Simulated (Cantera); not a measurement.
Feed: 1 mol SiHCl₃, 11 mol H₂, equilibrated at 1775 K.

Cantera equilibrium calculation (NASA polynomials, part measured and part estimated; ideal gas, pure solids and liquids). Candidate condensed phases: Si; 19 gas species. The tables' values for SiCl₃, SiCl are old estimates; treat these amounts as uncertain. Gases not in the tables: Si₂H₆ and higher silanes. Rates play no part.

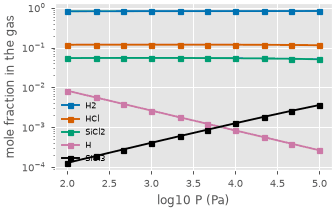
Figure: Equilibrium gas composition (values under 1e-9 drawn at 1e-9)

### Question
Read off the mole fractions at 460 Pa.

### Answer
H₂ about 0.82, HCl about 0.12, SiCl₂ about 0.055, H about 0.0039, SiCl₃ about 0.00028.
